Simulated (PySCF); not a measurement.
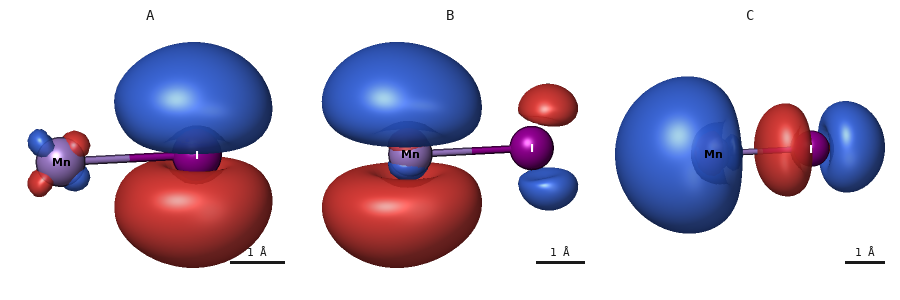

Figure. MnI (septet). Three frontier α-spin orbitals, each drawn at the value that holds 80 % of its norm (blue and red are the two phases), in no order; of a degenerate pair one member is drawn.

Core potentials replace the inner electrons of I.

These are results of PBE0/def2-TZVP, non-relativistic Hamiltonian with scalar-relativistic core potentials where named, at a bond length of 2.611 Å in PySCF 2.14.0, not measurements.

Q: Label each orbital by symmetry, say whether it is occupied, and order them by energy.

A: Orbital A: π, occupied in this spin, −7.22 eV; almost wholly on I.
Orbital C: σ, occupied in this spin, −5.69 eV; mainly on Mn (75 %).
Orbital B: π, empty in this spin, −0.49 eV; mainly on Mn (80 %).
